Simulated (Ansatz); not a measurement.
# 1-ethyl-3-methylimidazolium bistriflimide (C8H11F6N3O4S2): single points with varied inputs

Aim: run 1-ethyl-3-methylimidazolium bistriflimide (C8H11F6N3O4S2) under a spread of inputs, and see what each costs and gives.

Program: Ansatz 0.2.0, Gaussian basis. Level of theory: the settings change from run to run. These are calculated values, not measurements.

**1. The relaxed structure**

The structure was relaxed beforehand with r2SCAN-D4/def2-SVP.

SMILES `CCn1cc[n+](C)c1.O=S(=O)([N-]S(=O)(=O)C(F)(F)F)C(F)(F)F`, 34 atoms, charge 0, spin multiplicity 1.

Atoms are counted from 1 here; the program's logs count them from 0.

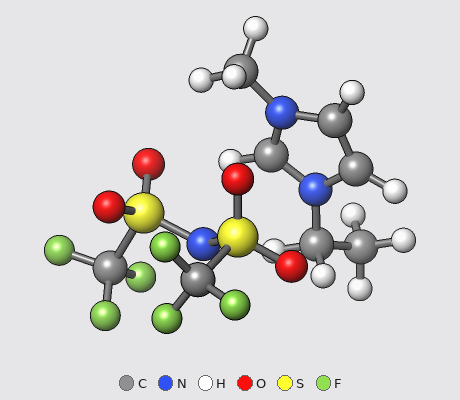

The structure; carbon grey, nitrogen blue, hydrogen white, oxygen red, sulfur yellow, fluorine green.

**2. HSE06/cc-pVDZ**

Options: unrestricted orbitals, D4 dispersion.

Input file in.yaml:

```yaml
crystal:
  periodic: [false, false, false]
  atoms:
    - {symbol: C, position_ang: [3.346084, 0.367015, 1.967222]}
    - {symbol: C, position_ang: [2.175591, -0.058898, 1.100992]}
    - {symbol: N, position_ang: [0.899378, 0.495646, 1.567258]}
    - {symbol: C, position_ang: [0.220328, 0.127117, 2.709932]}
    - {symbol: C, position_ang: [-0.995713, 0.750063, 2.670252]}
    - {symbol: N, position_ang: [-1.031369, 1.488790, 1.505177]}
    - {symbol: C, position_ang: [-2.200543, 2.156543, 0.947722]}
    - {symbol: C, position_ang: [0.121061, 1.313485, 0.851071]}
    - {symbol: H, position_ang: [4.271021, -0.079558, 1.574354]}
    - {symbol: H, position_ang: [3.229151, 0.027025, 3.008000]}
    - {symbol: H, position_ang: [3.468017, 1.461037, 1.971226]}
    - {symbol: H, position_ang: [2.285076, 0.267900, 0.057208]}
    - {symbol: H, position_ang: [2.036540, -1.150677, 1.069027]}
    - {symbol: H, position_ang: [0.634127, -0.578243, 3.425014]}
    - {symbol: H, position_ang: [-1.844801, 0.700184, 3.346677]}
    - {symbol: H, position_ang: [-3.004145, 1.413441, 0.851893]}
    - {symbol: H, position_ang: [-1.941047, 2.515625, -0.056272]}
    - {symbol: H, position_ang: [-2.506711, 2.990420, 1.594765]}
    - {symbol: H, position_ang: [0.327621, 1.706624, -0.147094]}
    - {symbol: O, position_ang: [-0.064204, -2.265048, 0.646937]}
    - {symbol: S, position_ang: [-0.944196, -1.580375, -0.308136]}
    - {symbol: O, position_ang: [-2.139684, -0.882127, 0.193168]}
    - {symbol: N, position_ang: [-0.005185, -0.677874, -1.259947]}
    - {symbol: S, position_ang: [-0.660879, 0.301294, -2.368272]}
    - {symbol: O, position_ang: [-0.579990, 1.723942, -1.961046]}
    - {symbol: O, position_ang: [-1.896675, -0.180003, -2.985811]}
    - {symbol: C, position_ang: [0.682512, 0.141536, -3.648030]}
    - {symbol: F, position_ang: [1.856520, 0.521583, -3.136666]}
    - {symbol: F, position_ang: [0.387372, 0.930505, -4.676961]}
    - {symbol: F, position_ang: [0.775457, -1.112214, -4.069491]}
    - {symbol: C, position_ang: [-1.610877, -2.956160, -1.420652]}
    - {symbol: F, position_ang: [-1.635252, -4.087004, -0.717673]}
    - {symbol: F, position_ang: [-2.837136, -2.673483, -1.827519]}
    - {symbol: F, position_ang: [-0.817439, -3.118080, -2.474323]}
basis:
  gaussian: {orbitals: cc-pVDZ}
magnetization: {spin_polarized: true, initial_magnetization: 0}
hamiltonian: {xc: {name: HSE06}, dispersion: d4}
scf: {omitted_lower_state_checks: [starts]}
output: {forces: true}
```

The run is started by

```
> ansatz run in.yaml --threads 2 --pin off --events-out ev --progress --plain --max-ram 31744MiB --backend cuda --devices 0, --max-vram 18GiB
```

What it wrote, cut to the lines that bear on the results:

```text
Functional definition: HSE06
  name "HSE06"
  cite "Heyd, Scuseria & Ernzerhof, J. Chem. Phys. 118, 8207 (2003) doi:10.1063/1.1564060"
  cite "Krukau, Vydrov, Izmaylov & Scuseria, J. Chem. Phys. 125, 224106 (2006) doi:10.1063/1.2404663"
  cite "Heyd & Scuseria, J. Chem. Phys. 120, 7274 (2004) doi:10.1063/1.1668634"
  cite "Ernzerhof & Perdew, J. Chem. Phys. 109, 3313 (1998) doi:10.1063/1.476928"
  cite "Perdew, Burke & Ernzerhof, Phys. Rev. Lett. 77, 3865 (1996) doi:10.1103/PhysRevLett.77.3865"
  parent pbe
[...]
  # The whole range is PBE's own exchange, as in plane waves. The composition of these papers is wPBEh.
[...]
3598 factors; integrals over basis functions are off by at most 1.3e-3 eV
223 factors; integrals over basis functions are off by at most 2.1e-7 eV
[...]
mean field -59054.60337632 eV, -2170.2166454318 hartree, gradient 4.1e-5 eV, S^2 0.000000; 0 other end points of the search recorded, 0 dependent functions left out
[...]
reference -59054.60342559 eV, -2170.2166472427 hartree; 99, 99 occupied and 286, 286 virtual orbitals, 3598 factors
Total energy: -59055.78953680 eV, -2170.2602360255 hartree
Atom 0 at     3.346084     0.367015     1.967222 Å, force    -0.065819    -0.001268    -0.037845 eV/Å
Atom 1 at     2.175591    -0.058898     1.100992 Å, force    -0.085033     0.036765     0.033206 eV/Å
Atom 2 at     0.899378     0.495646     1.567258 Å, force    -0.089731     0.102325    -0.024867 eV/Å
[...]
Atom 18 at     0.327621     1.706624    -0.147094 Å, force    -0.037819    -0.031871     0.088175 eV/Å
Atom 19 at    -0.064204    -2.265048     0.646937 Å, force     0.340960    -0.203393     0.342132 eV/Å
Atom 20 at    -0.944196    -1.580375    -0.308136 Å, force    -0.195845    -0.149702    -0.608914 eV/Å
Atom 21 at    -2.139684    -0.882127     0.193168 Å, force    -0.376070     0.195252     0.201590 eV/Å
Atom 22 at    -0.005185    -0.677874    -1.259947 Å, force     0.335448     0.023725     0.033939 eV/Å
Atom 23 at    -0.660879     0.301294    -2.368272 Å, force     0.240693    -0.283983    -0.099703 eV/Å
Atom 24 at    -0.579990     1.723942    -1.961046 Å, force     0.032562     0.469099     0.197614 eV/Å
Atom 25 at    -1.896675    -0.180003    -2.985811 Å, force    -0.420917    -0.103016    -0.195677 eV/Å
Atom 26 at     0.682512     0.141536    -3.648030 Å, force     0.038594    -0.027960     0.014822 eV/Å
Atom 27 at     1.856520     0.521583    -3.136666 Å, force    -0.066927    -0.028246    -0.031935 eV/Å
Atom 28 at     0.387372     0.930505    -4.676961 Å, force     0.029824    -0.044908     0.052121 eV/Å
Atom 29 at     0.775457    -1.112214    -4.069491 Å, force     0.007643     0.082311     0.015068 eV/Å
Atom 30 at    -1.610877    -2.956160    -1.420652 Å, force    -0.002563    -0.005630     0.009680 eV/Å
Atom 31 at    -1.635252    -4.087004    -0.717673 Å, force    -0.004391     0.048714    -0.055439 eV/Å
Atom 32 at    -2.837136    -2.673483    -1.827519 Å, force     0.070159    -0.036487     0.027095 eV/Å
Atom 33 at    -0.817439    -3.118080    -2.474323 Å, force    -0.056789    -0.012657     0.072873 eV/Å
Dipole moment:     0.659355     0.880738     1.656583 e Å
Checks for a lower state left out: starts
```

Run time: 8 s. Hardware: 1 × H100 (card shared with other runs) with 2 threads of AMD EPYC 7R13, shared host; peak host memory 1.7 GiB.

Largest force 0.657 eV/Å, dipole 9.55 D, ⟨S²⟩ 0.000.

**3. CAM-B3LYP/def2-TZVPP**

Set apart from the defaults: atoms shaken by 0.08 Å, density fitting with def2-universal-jkfit.

Input file in.yaml:

```yaml
crystal:
  periodic: [false, false, false]
  atoms:
    - {symbol: C, position_ang: [3.406758, 0.384656, 2.000341]}
    - {symbol: C, position_ang: [1.977376, -0.089558, 1.267678]}
    - {symbol: N, position_ang: [0.911104, 0.530735, 1.637701]}
    - {symbol: C, position_ang: [0.252100, 0.224340, 2.750575]}
    - {symbol: C, position_ang: [-1.019573, 0.770519, 2.672324]}
    - {symbol: N, position_ang: [-0.888619, 1.626112, 1.538866]}
    - {symbol: C, position_ang: [-2.109087, 2.219575, 0.960044]}
    - {symbol: C, position_ang: [0.234130, 1.337066, 0.910627]}
    - {symbol: H, position_ang: [4.182118, -0.214401, 1.652076]}
    - {symbol: H, position_ang: [3.317437, 0.138804, 3.118162]}
    - {symbol: H, position_ang: [3.414660, 1.493800, 1.883929]}
    - {symbol: H, position_ang: [2.277144, 0.217179, 0.063883]}
    - {symbol: H, position_ang: [1.986255, -1.192579, 1.106001]}
    - {symbol: H, position_ang: [0.751874, -0.702640, 3.509318]}
    - {symbol: H, position_ang: [-1.745548, 0.625675, 3.255722]}
    - {symbol: H, position_ang: [-2.964041, 1.281292, 0.914287]}
    - {symbol: H, position_ang: [-1.837662, 2.444251, -0.057872]}
    - {symbol: H, position_ang: [-2.510633, 3.007505, 1.643951]}
    - {symbol: H, position_ang: [0.334813, 1.813448, 0.049464]}
    - {symbol: O, position_ang: [-0.028063, -2.108825, 0.568662]}
    - {symbol: S, position_ang: [-0.904707, -1.685966, -0.303647]}
    - {symbol: O, position_ang: [-2.127186, -0.798897, 0.168396]}
    - {symbol: N, position_ang: [0.063209, -0.678727, -1.300227]}
    - {symbol: S, position_ang: [-0.546136, 0.343204, -2.461081]}
    - {symbol: O, position_ang: [-0.580923, 1.637890, -1.936572]}
    - {symbol: O, position_ang: [-1.877625, -0.158485, -2.933451]}
    - {symbol: C, position_ang: [0.570367, 0.207815, -3.718989]}
    - {symbol: F, position_ang: [1.791261, 0.442986, -3.190542]}
    - {symbol: F, position_ang: [0.412014, 1.038742, -4.621761]}
    - {symbol: F, position_ang: [0.810563, -1.037032, -4.021147]}
    - {symbol: C, position_ang: [-1.608535, -3.023926, -1.421705]}
    - {symbol: F, position_ang: [-1.623682, -3.939536, -0.783365]}
    - {symbol: F, position_ang: [-2.801831, -2.773590, -1.902429]}
    - {symbol: F, position_ang: [-0.723489, -2.997998, -2.471138]}
basis:
  gaussian: {orbitals: def2-TZVPP, fitting: {mean_field: def2-universal-jkfit}}
hamiltonian: {xc: {name: CAM-B3LYP}}
scf: {omitted_lower_state_checks: [starts]}
output: {forces: true}
```

The command is unchanged.

What it wrote, cut to the lines that bear on the results:

```text
Functional definition: CAM-B3LYP
  name "CAM-B3LYP"
  cite "Yanai, Tew & Handy, Chem. Phys. Lett. 393, 51 (2004) doi:10.1016/j.cplett.2004.06.011"
  cite "Iikura, Tsuneda, Yanai & Hirao, J. Chem. Phys. 115, 3540 (2001) doi:10.1063/1.1383587"
  cite "Becke, Phys. Rev. A 38, 3098 (1988) doi:10.1103/PhysRevA.38.3098"
  cite "Lee, Yang & Parr, Phys. Rev. B 37, 785 (1988) doi:10.1103/PhysRevB.37.785"
  cite "Vosko, Wilk & Nusair, Can. J. Phys. 58, 1200 (1980) doi:10.1139/p80-159"
[...]
  # Exact exchange under (alpha + beta erf(omega r))/r, Becke's under what is left of 1/r.
[...]
2055 factors; integrals over basis functions are off by at most 1.6e0 eV
2055 factors; integrals over basis functions are off by at most 1.4e-6 eV
[...]
Atom 25 at    -1.877625    -0.158485    -2.933451 Å, force     3.261635     1.167659    -0.140591 eV/Å
Atom 26 at     0.570367     0.207815    -3.718989 Å, force     5.277346    -2.286398     2.176284 eV/Å
Atom 27 at     1.791261     0.442986    -3.190542 Å, force     1.392948     2.162083     1.245719 eV/Å
Atom 28 at     0.412014     1.038742    -4.621761 Å, force    -1.328087     2.051399    -3.923117 eV/Å
Atom 29 at     0.810563    -1.037032    -4.021147 Å, force    -2.041266    -2.013819    -2.388950 eV/Å
Atom 30 at    -1.608535    -3.023926    -1.421705 Å, force     1.330224    13.794805    -8.125904 eV/Å
Atom 31 at    -1.623682    -3.939536    -0.783365 Å, force     0.271529   -14.928656     8.475727 eV/Å
Atom 32 at    -2.801831    -2.773590    -1.902429 Å, force    -0.747796     0.642944    -0.493952 eV/Å
Atom 33 at    -0.723489    -2.997998    -2.471138 Å, force    -0.652458    -1.210736     0.419587 eV/Å
Dipole moment:     0.609497     0.379256     1.721868 e Å
Checks for a lower state left out: starts
```

Run time: 8.6 s. Hardware: 1 × H100 (card shared with other runs) with 2 threads of AMD EPYC 7R13, shared host; peak host memory 1.5 GiB.

Largest force 19.122 eV/Å, dipole 8.96 D.

**4. HF/6-31G**

Options: finite nuclei, high accuracy, the search for lower states set to full.

Input file in.yaml:

```yaml
crystal:
  periodic: [false, false, false]
  atoms:
    - {symbol: C, position_ang: [3.346084, 0.367015, 1.967222]}
    - {symbol: C, position_ang: [2.175591, -0.058898, 1.100992]}
    - {symbol: N, position_ang: [0.899378, 0.495646, 1.567258]}
    - {symbol: C, position_ang: [0.220328, 0.127117, 2.709932]}
    - {symbol: C, position_ang: [-0.995713, 0.750063, 2.670252]}
    - {symbol: N, position_ang: [-1.031369, 1.488790, 1.505177]}
    - {symbol: C, position_ang: [-2.200543, 2.156543, 0.947722]}
    - {symbol: C, position_ang: [0.121061, 1.313485, 0.851071]}
    - {symbol: H, position_ang: [4.271021, -0.079558, 1.574354]}
    - {symbol: H, position_ang: [3.229151, 0.027025, 3.008000]}
    - {symbol: H, position_ang: [3.468017, 1.461037, 1.971226]}
    - {symbol: H, position_ang: [2.285076, 0.267900, 0.057208]}
    - {symbol: H, position_ang: [2.036540, -1.150677, 1.069027]}
    - {symbol: H, position_ang: [0.634127, -0.578243, 3.425014]}
    - {symbol: H, position_ang: [-1.844801, 0.700184, 3.346677]}
    - {symbol: H, position_ang: [-3.004145, 1.413441, 0.851893]}
    - {symbol: H, position_ang: [-1.941047, 2.515625, -0.056272]}
    - {symbol: H, position_ang: [-2.506711, 2.990420, 1.594765]}
    - {symbol: H, position_ang: [0.327621, 1.706624, -0.147094]}
    - {symbol: O, position_ang: [-0.064204, -2.265048, 0.646937]}
    - {symbol: S, position_ang: [-0.944196, -1.580375, -0.308136]}
    - {symbol: O, position_ang: [-2.139684, -0.882127, 0.193168]}
    - {symbol: N, position_ang: [-0.005185, -0.677874, -1.259947]}
    - {symbol: S, position_ang: [-0.660879, 0.301294, -2.368272]}
    - {symbol: O, position_ang: [-0.579990, 1.723942, -1.961046]}
    - {symbol: O, position_ang: [-1.896675, -0.180003, -2.985811]}
    - {symbol: C, position_ang: [0.682512, 0.141536, -3.648030]}
    - {symbol: F, position_ang: [1.856520, 0.521583, -3.136666]}
    - {symbol: F, position_ang: [0.387372, 0.930505, -4.676961]}
    - {symbol: F, position_ang: [0.775457, -1.112214, -4.069491]}
    - {symbol: C, position_ang: [-1.610877, -2.956160, -1.420652]}
    - {symbol: F, position_ang: [-1.635252, -4.087004, -0.717673]}
    - {symbol: F, position_ang: [-2.837136, -2.673483, -1.827519]}
    - {symbol: F, position_ang: [-0.817439, -3.118080, -2.474323]}
basis:
  gaussian: {orbitals: 6-31G, nuclear_model: gaussian}
hamiltonian: {xc: {name: HF}}
accuracy: high
scf: {lower_state_search: full}
output: {forces: true}
```

Launched as before.

What it wrote, cut to the lines that bear on the results:

```text
Functional definition: HF
  name "HF"
  cite "Fock, Z. Phys. 61, 126 (1930) doi:10.1007/BF01340294"
  parent pbe
[...]
6239 factors; integrals over basis functions are off by at most 5.4e-8 eV
[...]
mean field -58846.12821860 eV, -2162.5553246951 hartree, gradient 1.8e-8 eV, S^2 0.000000; 0 other end points of the search recorded, 0 dependent functions left out
[...]
reference -58846.12821860 eV, -2162.5553246951 hartree; 99, 99 occupied and 138, 138 virtual orbitals, 6239 factors
Total energy: -58846.12821860 eV, -2162.5553246951 hartree
Atom 0 at     3.346084     0.367015     1.967222 Å, force     0.538210     0.193141     0.348840 eV/Å
Atom 1 at     2.175591    -0.058898     1.100992 Å, force    -0.007976    -0.705505    -0.806860 eV/Å
Atom 2 at     0.899378     0.495646     1.567258 Å, force    -0.612522     0.682681    -0.480508 eV/Å
[...]
Atom 24 at    -0.579990     1.723942    -1.961046 Å, force     0.306789     6.820167     2.036107 eV/Å
Atom 25 at    -1.896675    -0.180003    -2.985811 Å, force    -7.052321    -2.797065    -3.410421 eV/Å
Atom 26 at     0.682512     0.141536    -3.648030 Å, force     0.349334    -0.052430    -0.067945 eV/Å
Atom 27 at     1.856520     0.521583    -3.136666 Å, force     0.471672     0.276972     0.454744 eV/Å
Atom 28 at     0.387372     0.930505    -4.676961 Å, force    -0.314915     0.607052    -0.678041 eV/Å
Atom 29 at     0.775457    -1.112214    -4.069491 Å, force    -0.088678    -0.874754    -0.197659 eV/Å
Atom 30 at    -1.610877    -2.956160    -1.420652 Å, force    -0.126669    -0.198179    -0.028744 eV/Å
Atom 31 at    -1.635252    -4.087004    -0.717673 Å, force     0.013390    -0.694127     0.554182 eV/Å
Atom 32 at    -2.837136    -2.673483    -1.827519 Å, force    -0.892887     0.256698    -0.168588 eV/Å
Atom 33 at    -0.817439    -3.118080    -2.474323 Å, force     0.642807    -0.039218    -0.643807 eV/Å
Dipole moment:     0.741873     0.886332     1.674778 e Å
```

Wall time 10 s (1 × H100 (card shared with other runs) with 2 threads of AMD EPYC 7R13, shared host); peak host memory 1.8 GiB.

Largest force 8.318 eV/Å, dipole 9.77 D.

**5. PBE0/cc-pVTZ**

Set apart from the defaults: coordinates scaled by 1.05, density fitting with def2-universal-jkfit, a grid of angular degree 47.

Input file in.yaml:

```yaml
crystal:
  periodic: [false, false, false]
  atoms:
    - {symbol: C, position_ang: [3.513388, 0.385365, 2.065583]}
    - {symbol: C, position_ang: [2.284370, -0.061843, 1.156041]}
    - {symbol: N, position_ang: [0.944347, 0.520428, 1.645621]}
    - {symbol: C, position_ang: [0.231344, 0.133472, 2.845429]}
    - {symbol: C, position_ang: [-1.045498, 0.787567, 2.803765]}
    - {symbol: N, position_ang: [-1.082937, 1.563230, 1.580435]}
    - {symbol: C, position_ang: [-2.310570, 2.264370, 0.995108]}
    - {symbol: C, position_ang: [0.127114, 1.379159, 0.893625]}
    - {symbol: H, position_ang: [4.484572, -0.083536, 1.653072]}
    - {symbol: H, position_ang: [3.390608, 0.028376, 3.158400]}
    - {symbol: H, position_ang: [3.641418, 1.534089, 2.069788]}
    - {symbol: H, position_ang: [2.399330, 0.281295, 0.060068]}
    - {symbol: H, position_ang: [2.138367, -1.208211, 1.122478]}
    - {symbol: H, position_ang: [0.665833, -0.607156, 3.596264]}
    - {symbol: H, position_ang: [-1.937041, 0.735193, 3.514010]}
    - {symbol: H, position_ang: [-3.154352, 1.484113, 0.894487]}
    - {symbol: H, position_ang: [-2.038099, 2.641407, -0.059086]}
    - {symbol: H, position_ang: [-2.632047, 3.139941, 1.674503]}
    - {symbol: H, position_ang: [0.344002, 1.791955, -0.154449]}
    - {symbol: O, position_ang: [-0.067414, -2.378301, 0.679283]}
    - {symbol: S, position_ang: [-0.991405, -1.659393, -0.323542]}
    - {symbol: O, position_ang: [-2.246668, -0.926233, 0.202826]}
    - {symbol: N, position_ang: [-0.005445, -0.711768, -1.322944]}
    - {symbol: S, position_ang: [-0.693923, 0.316358, -2.486685]}
    - {symbol: O, position_ang: [-0.608989, 1.810139, -2.059098]}
    - {symbol: O, position_ang: [-1.991509, -0.189003, -3.135102]}
    - {symbol: C, position_ang: [0.716638, 0.148613, -3.830432]}
    - {symbol: F, position_ang: [1.949346, 0.547662, -3.293499]}
    - {symbol: F, position_ang: [0.406741, 0.977030, -4.910809]}
    - {symbol: F, position_ang: [0.814230, -1.167825, -4.272966]}
    - {symbol: C, position_ang: [-1.691421, -3.103968, -1.491685]}
    - {symbol: F, position_ang: [-1.717015, -4.291354, -0.753556]}
    - {symbol: F, position_ang: [-2.978993, -2.807157, -1.918895]}
    - {symbol: F, position_ang: [-0.858311, -3.273984, -2.598039]}
basis:
  gaussian: {orbitals: cc-pVTZ, fitting: {mean_field: def2-universal-jkfit}, final_grid: {core_spheres: 20, valence_spheres: 16, degree: 47}}
hamiltonian: {xc: {name: PBE0}}
scf: {omitted_lower_state_checks: [starts]}
output: {forces: true}
```

Same command.

What it wrote, cut to the lines that bear on the results:

```text
Functional definition: PBE0
  name "PBE0"
  cite "Adamo & Barone, J. Chem. Phys. 110, 6158 (1999) doi:10.1063/1.478522"
  cite "Perdew, Burke & Ernzerhof, Phys. Rev. Lett. 77, 3865 (1996) doi:10.1103/PhysRevLett.77.3865"
  parent pbe
[...]
2055 factors; integrals over basis functions are off by at most 1.0e0 eV
[...]
mean field -59067.55954726 eV, -2170.6927759320 hartree, gradient 1.5e-5 eV, S^2 0.000000; 0 other end points of the search recorded, 0 dependent functions left out
[...]
reference -59067.55959164 eV, -2170.6927775627 hartree; 99, 99 occupied and 753, 753 virtual orbitals, 2055 factors
Total energy: -59067.55959164 eV, -2170.6927775627 hartree
Atom 0 at     3.513388     0.385365     2.065583 Å, force    -0.013500     0.050752     0.050715 eV/Å
Atom 1 at     2.284370    -0.061843     1.156041 Å, force    -0.206448    -0.097080    -0.178537 eV/Å
[...]
Atom 25 at    -1.991509    -0.189003    -3.135102 Å, force     3.893775     1.609138     1.848640 eV/Å
Atom 26 at     0.716638     0.148613    -3.830432 Å, force     1.055135    -0.169369    -1.067765 eV/Å
Atom 27 at     1.949346     0.547662    -3.293499 Å, force    -2.691999    -0.905312    -1.292467 eV/Å
Atom 28 at     0.406741     0.977030    -4.910809 Å, force     0.788873    -1.933458     2.452190 eV/Å
Atom 29 at     0.814230    -1.167825    -4.272966 Å, force    -0.138826     3.104621     0.949803 eV/Å
Atom 30 at    -1.691421    -3.103968    -1.491685 Å, force    -0.580750    -1.177868    -0.815774 eV/Å
Atom 31 at    -1.717015    -4.291354    -0.753556 Å, force     0.003684     2.593331    -1.761775 eV/Å
Atom 32 at    -2.978993    -2.807157    -1.918895 Å, force     2.999487    -0.802879     0.947412 eV/Å
Atom 33 at    -0.858311    -3.273984    -2.598039 Å, force    -1.973545     0.282685     2.515936 eV/Å
Dipole moment:     0.722281     0.989515     1.856785 e Å
Checks for a lower state left out: starts
```

Wall time 8 s (1 × H100 (card shared with other runs) with 2 threads of AMD EPYC 7R13, shared host); peak host memory 1.4 GiB.

Largest force 4.601 eV/Å, dipole 10.68 D.

**6. The runs in one table**

```tsv
level	charge	multiplicity	geometry	functions	energy (eV)	time
HSE06/cc-pVDZ	0	1	relaxed	385	-59055.790	8 s
CAM-B3LYP/def2-TZVPP	0	1	shaken	889	-59099.572	8.6 s
HF/6-31G	0	1	relaxed	237	-58846.128	10 s
PBE0/cc-pVTZ	0	1	scaled	852	-59067.560	8 s
```

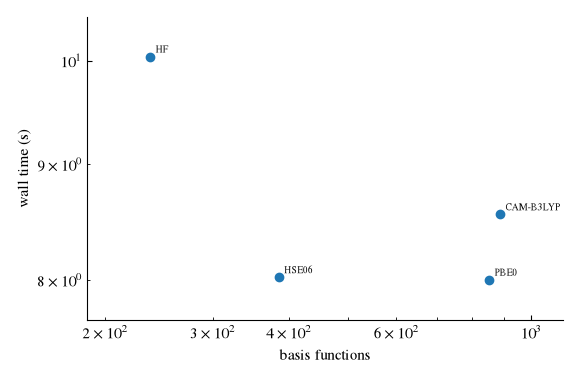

Wall time against the number of basis functions (shared host).

**7. What came out**

| quantity | value |
| --- | --- |
| runs | 4 |
| quickest | PBE0/cc-pVTZ, 8 s |
| slowest | HF/6-31G, 10 s |
| spread of total energies, same state and geometry | 209.7 eV |
| dipole, same state and geometry | 9.55 to 9.77 D |

The times lie within a factor of two. The totals spread over 210 eV; they can't be compared across methods or bases. At the r2SCAN-D4/def2-SVP geometry and in the same state, runs without warnings or point charges leave forces up to 8.32 eV/Å (HF/6-31G), against 19.1 eV/Å where the atoms were moved.
